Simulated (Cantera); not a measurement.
Charge: 1 mol SiH2Cl2, 13 mol N2, 0.00035 mol O2, equilibrated at 3.23 Torr.

Method: chemical equilibrium by Gibbs-energy minimisation in Cantera with the NASA 1993 tables (ideal gas, pure condensed phases). Candidate condensed phases: H2O, NH4Cl, Si, SiO2, Si2N2O, Si3N4; 47 gas species. N2 is the only nitrogen source here; it is nearly inert below about 1500 K, so the nitride shown seldom forms there in practice. Mutual solubility and eutectic melting of coexisting phases are not modelled. The tables' values for SiCl3, SiCl, SiN are old estimates; treat these amounts as uncertain. The numbers say what is thermodynamically allowed, not how fast it happens.

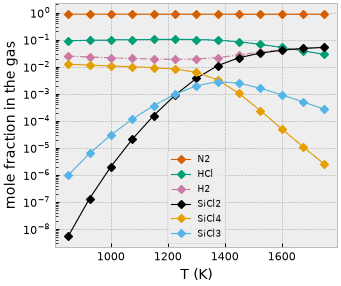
Figure. Equilibrium gas composition (values under 1e-9 drawn at 1e-9)

From 850 K to 1450 K the condensed part is Si2N2O(s) + Si3N4(s). From 1525 K to 1675 K the condensed part is Si3N4(s). At 1750 K the condensed part is Si(l). The main Si-bearing gas is SiCl4 at 850 K and SiCl2 at 1750 K. The share of Si in condensed phases is highest at 1150 K (86.0 %) and lowest at 1750 K (20.9 %).
